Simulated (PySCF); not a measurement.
# BPH4 (SMILES BP): PBE/STO-3G

What is the vertical singlet–triplet gap of BPH4 at PBE/STO-3G? The job is set up through a Python script.

The calculation is run with PySCF 2.14.0.

4 further runs of the same task are left out: 4 set aside as unsound or not needed.

### Step 1. The structure to begin with

BPH4 has 6 atoms, charge 0, and is taken as a singlet. SMILES: `BP`. The coordinates come from a GFN2-xTB relaxation.

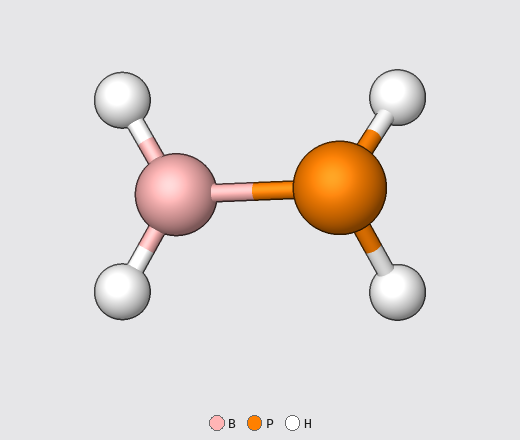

The structure, seen from a chosen angle (boron pink, phosphorus orange, hydrogen white).

### Step 2. A single-point energy at PBE/STO-3G

Contents of input.xyz:

```xyz
6
BH4P
B      0.002660    -0.867960     0.118880
P      0.378740     0.928770     0.259630
H     -0.777460    -1.351190     0.842930
H      0.659230    -1.540870    -0.575930
H      0.599110     1.319050    -1.043720
H     -0.862270     1.512200     0.398210
```

Contents of calc.py:

```python
from pyscf import gto, dft

mol = gto.Mole()
mol.atom = 'input.xyz'
mol.max_memory = 1860
mol.basis = 'sto-3g'
mol.charge = 0
mol.verbose = 4
mol.build()

mf = dft.RKS(mol, xc='pbe')
mf.grids.level = 5
mf.conv_tol = 1e-10
mf.kernel()
if not mf.converged:
    mf = mf.newton().run(mf.mo_coeff, mf.mo_occ)

energy = mf.e_tot
print(f'total energy: {energy:.8f} hartree')
```

Run with:

```
$ OMP_NUM_THREADS=1 python calc.py
```

Standard output:

```text
PySCF version 2.14.0

[INPUT] num. atoms = 6
[INPUT] num. electrons = 24
[INPUT] charge = 0
[INPUT] spin (= nelec alpha-beta = 2S) = 0
[INPUT] symmetry False subgroup None
[INPUT] Mole.unit = angstrom
[INPUT] Symbol           X                Y                Z      unit          X                Y                Z       unit  Magmom
[INPUT]  1 B      0.002660000000  -0.867960000000   0.118880000000 AA    0.005026671491  -1.640206687077   0.224650641688 Bohr   0.0
[INPUT]  2 P      0.378740000000   0.928770000000   0.259630000000 AA    0.715714872418   1.755120932712   0.490629593721 Bohr   0.0
[INPUT]  3 H     -0.777460000000  -1.351190000000   0.842930000000 AA   -1.469186472804  -2.553379042251   1.592906842180 Bohr   0.0
[INPUT]  4 H      0.659230000000  -1.540870000000  -0.575930000000 AA    1.245764153097  -2.911822293559  -1.088349966921 Bohr   0.0
[INPUT]  5 H      0.599110000000   1.319050000000  -1.043720000000 AA    1.132153818488   2.492643244608  -1.972344950731 Bohr   0.0
[INPUT]  6 H     -0.862270000000   1.512200000000   0.398210000000 AA   -1.629454145429   2.857643845567   0.752507840063 Bohr   0.0

nuclear repulsion = 46.9148282571465
number of shells = 12
number of NR pGTOs = 54
number of NR cGTOs = 18
basis = sto-3g
ecp = {}

******** <class 'pyscf.dft.rks.RKS'> ********
method = RKS
initial guess = minao
damping factor = 0
level_shift factor = 0
DIIS = <class 'pyscf.scf.diis.CDIIS'>
diis_start_cycle = 1
diis_space = 8
diis_damp = 0
SCF conv_tol = 1e-10
SCF conv_tol_grad = None
SCF max_cycles = 50
direct_scf = True
direct_scf_tol = 1e-13
XC library pyscf.dft.libxc version 7.0.0
    S. Lehtola, C. Steigemann, M. J.T. Oliveira, and M. A.L. Marques.,  SoftwareX 7, 1–5 (2018)
XC functionals = pbe
    J. P. Perdew, K. Burke, and M. Ernzerhof.,  Phys. Rev. Lett. 77, 3865 (1996)
    J. P. Perdew, K. Burke, and M. Ernzerhof.,  Phys. Rev. Lett. 78, 1396 (1997)
    J. P. Perdew, K. Burke, and M. Ernzerhof.,  Phys. Rev. Lett. 77, 3865 (1996)
    J. P. Perdew, K. Burke, and M. Ernzerhof.,  Phys. Rev. Lett. 78, 1396 (1997)
radial grids:
    Treutler-Ahlrichs [JCP 102, 346 (1995); DOI:10.1063/1.469408] (M4) radial grids

becke partition: Becke, JCP 88, 2547 (1988); DOI:10.1063/1.454033
pruning grids: <function nwchem_prune>
grids dens level: 5
symmetrized grids: False
atomic radii adjust function: <function treutler_atomic_radii_adjust>
small_rho_cutoff = 0
Set gradient conv threshold to 1e-05
Initial guess from minao.
tot grids = 180912
init E= -363.931747335675
  HOMO = -0.234393213625429  LUMO = -0.0674269945838181  gap/eV = 4.54338
cycle= 1 E= -364.170174997443  delta_E= -0.238  |g|= 0.0678  |ddm|= 2.67
  HOMO = -0.130247633750121  LUMO = 0.0245012809574461  gap/eV = 4.21093
cycle= 2 E= -364.171168011082  delta_E= -0.000993  |g|= 0.0613  |ddm|= 0.275
  HOMO = -0.140480740699039  LUMO = 0.0258671786881004  gap/eV = 4.52656
cycle= 3 E= -364.172546490009  delta_E= -0.00138  |g|= 0.0269  |ddm|= 0.154
  HOMO = -0.138213392165051  LUMO = 0.0217029540566527  gap/eV = 4.35155
cycle= 4 E= -364.172863816114  delta_E= -0.000317  |g|= 0.00867  |ddm|= 0.0741
  HOMO = -0.138072191486788  LUMO = 0.0231001425095234  gap/eV = 4.38572
cycle= 5 E= -364.172903047844  delta_E= -3.92e-05  |g|= 0.000633  |ddm|= 0.0183
  HOMO = -0.138242749287292  LUMO = 0.023072388105208  gap/eV = 4.38961
cycle= 6 E= -364.172903280965  delta_E= -2.33e-07  |g|= 6.95e-05  |ddm|= 0.00174
  HOMO = -0.138229798068606  LUMO = 0.0230697782710509  gap/eV = 4.38919
cycle= 7 E= -364.172903284468  delta_E= -3.5e-09  |g|= 6.5e-06  |ddm|= 0.000222
  HOMO = -0.138230248815567  LUMO = 0.0230700363472682  gap/eV = 4.38920
cycle= 8 E= -364.172903284496  delta_E= -2.74e-11  |g|= 7.45e-07  |ddm|= 1.54e-05
  HOMO = -0.138230459350195  LUMO = 0.0230702387946121  gap/eV = 4.38922
Extra cycle  E= -364.172903284495  delta_E= 1.14e-12  |g|= 1.56e-06  |ddm|= 4.95e-06
converged SCF energy = -364.172903284495
total energy: -364.17290328 hartree
```

It took 4.2 s on 1 thread of Arm Neoverse N1, shared host; peak memory 0.2 GiB.

### Step 3. The triplet at the same level

Contents of calc.py:

```python
from pyscf import gto, dft

mol = gto.Mole()
mol.atom = '''
B      0.005027    -1.640207     0.224651
P      0.715715     1.755121     0.490630
H     -1.469186    -2.553379     1.592907
H      1.245764    -2.911822    -1.088350
H      1.132154     2.492643    -1.972345
H     -1.629454     2.857644     0.752508
'''
mol.basis = 'sto-3g'
mol.max_memory = 1860
mol.charge = 0
mol.verbose = 3
mol.unit = 'bohr'
mol.spin = 2
mol.build()

calc0 = dft.UKS(mol)
calc0.xc = 'pbe'
calc0.grids.level = 5
calc0.conv_tol = 1e-10
calc0.kernel()
if not calc0.converged:
    calc0 = calc0.newton().run(calc0.mo_coeff, calc0.mo_occ)

etot = calc0.e_tot
print('E = %.10f Eh' % etot)
```

Run with:

```
$ OMP_NUM_THREADS=1 python calc.py
```

Standard output:

```text
WARN: HOMO -0.0674270107977754 >= LUMO -0.23439319865092

WARN: HOMO 0.111598509769664 >= LUMO -0.0975093740841151

WARN: HOMO 0.0426668772827803 >= LUMO -0.13359242269551

WARN: HOMO 0.0362786450986926 >= LUMO -0.157127220365653

WARN: HOMO 0.0408928186926983 >= LUMO -0.153002113790974

WARN: HOMO 0.0388730822150999 >= LUMO -0.153602080309372

WARN: HOMO 0.0391806544356237 >= LUMO -0.153451150929911

WARN: HOMO 0.0391276242764818 >= LUMO -0.153407976318394

WARN: HOMO 0.0391363243434216 >= LUMO -0.153410373139725

WARN: HOMO 0.0391392067918687 >= LUMO -0.153410074698169

WARN: HOMO 0.0391390039808308 >= LUMO -0.153411369223891

WARN: HOMO 0.0391393024131138 >= LUMO -0.153411364729818

WARN: HOMO 0.0391391852416806 >= LUMO -0.15341131053756

converged SCF energy = -364.002352581677  <S^2> = 2.0031091  2S+1 = 3.002072
E = -364.0023525817 Eh
```

Run time: 7.8 s. Hardware: 1 thread of Arm Neoverse N1, shared host; peak memory 0.2 GiB.

### Step 4. Outcome

Level: PBE/STO-3G.

| quantity | value |
| --- | --- |
| singlet: total energy | -364.17290 Eh |
| singlet: dipole moment | 1.30 D |
| singlet: HOMO energy | -3.76 eV |
| singlet: LUMO energy | 0.63 eV |
| singlet: HOMO–LUMO gap | 4.39 eV |
| triplet: total energy | -364.00235 Eh |
| triplet: dipole moment | 4.26 D |
| triplet: ⟨S²⟩ | 2.003 |
| vertical energy of the triplet above the singlet | 4.641 eV |

**Reading.** At this shape the triplet lies 4.64 eV (448 kJ/mol) above the singlet. In a minimal basis such a difference can be off by several eV, whatever the method.
